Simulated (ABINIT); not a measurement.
# Converging the plane-wave cutoff: Na (Im-3m, 1 atom in the cell)

```
CELL_PARAMETERS angstrom
     -2.14065     2.14065     2.14065
      2.14065    -2.14065     2.14065
      2.14065     2.14065    -2.14065
ATOMIC_POSITIONS crystal
  Na 0.00000 0.00000 0.00000
```

Method of the run: PBE, PAW (JTH v2.0 PBE PAW) (plane waves; ABINIT 10.0.3).

Base settings: pseudos = [Na.GGA_PBE-JTH.xml]; ecut = 816 eV; pawecutdg = 1633 eV; occopt = 3; tsmear = 0.00367493 Ha; ngkpt = 4 4 4; nshiftk = 1; shiftk = 0 0 0; potentials = JTH v2.0 PBE PAW; nband = 10.

Moved along: pawecutdg.

The second cell is the first with its lattice scaled by 0.98.

The mesh stays at the base's, so the ladder's end is converged at best in this setting alone.

Only quantities that move along the ladder and can be compared are tabulated.

These are the values that this program gave, and no reference: the one-centre exchange-correlation terms come from a truncated expansion.

The count of work is k-points × plane waves × bands × iterations; it is no time. 

The starting cell has typed, rounded lattice constants, without a prior relaxation at this level. Its lattice was rescaled by up to half a per cent. Without a gap this mesh is coarse (it stands for a supercell whose shortest vector is 15 Å).

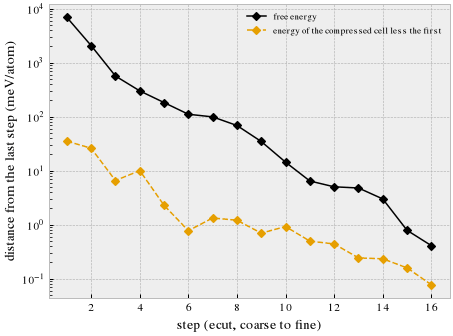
Fig. 1. Distance from the last step along the ladder; very small values are drawn at a floor.

| ecut | free energy less the last step's (meV/atom) | energy of the compressed cell less the first (meV/atom) | pressure (GPa) | count of work / last |
|---|---|---|---|---|
| 272 eV | 6916.46 | 36.93 | -112.75 | 0.054 |
| 327 eV | 2075.13 | -24.49 | -42.91 | 0.076 |
| 381 eV | 567.28 | 8.16 | -14.04 | 0.095 |
| 408 eV | 301.05 | 11.63 | -7.34 | 0.19 |
| 435 eV | 182.92 | -0.72 | -3.67 | 0.12 |
| 490 eV | 111.11 | 2.35 | -0.62 | 0.14 |
| 571 eV | 99.35 | 2.91 | -0.40 | 0.17 |
| 653 eV | 68.82 | 2.78 | -0.86 | 0.21 |
| 735 eV | 34.78 | 0.87 | -0.84 | 0.25 |
| 816 eV | 14.42 | 0.65 | -0.40 | 0.30 |
| 898 eV | 6.45 | 2.07 | -0.19 | 0.34 |
| 980 eV | 5.04 | 2.01 | -0.10 | 0.39 |
| 1088 eV | 4.79 | 1.33 | -0.16 | 0.50 |
| 1225 eV | 3.01 | 1.34 | -0.19 | 0.54 |
| 1415 eV | 0.79 | 1.41 | -0.15 | 0.68 |
| 1633 eV | 0.41 | 1.50 | -0.13 | 0.84 |
| 1959 eV | 0.00 | 1.57 | -0.12 | 1.0 |

Coarsest ecut that holds the energy of the compressed cell less the first within 1 meV/atom of the last step, with all finer ones: 735 eV, at 0.25 of the last step's count of work; the step before is off by 1.2 meV/atom.

Coarsest ecut that holds the free energy within 2 meV/atom of the last step, with all finer ones: 1415 eV; the step before is off by 3.0 meV/atom.

Coarsest ecut that holds the pressure within 1 GPa of the last step, with all finer ones: 490 eV, at 0.14 of the last step's count of work; the step before is off by 3.6 GPa.

The energy difference between the two cells stays within 1 meV/atom of the last step's from 735 eV on, the total only from 1415 eV on: much of the error is common to both cells and cancels.

Two neighbours can agree and both be off: 980 eV and 1088 eV differ by 0.24 meV/atom in the free energy, yet lie about 4.8 meV/atom from the last step.

At the lowest cutoff the pressure lies 113 GPa under the last step's, the usual sign of Pulay stress in an incomplete plane-wave basis.
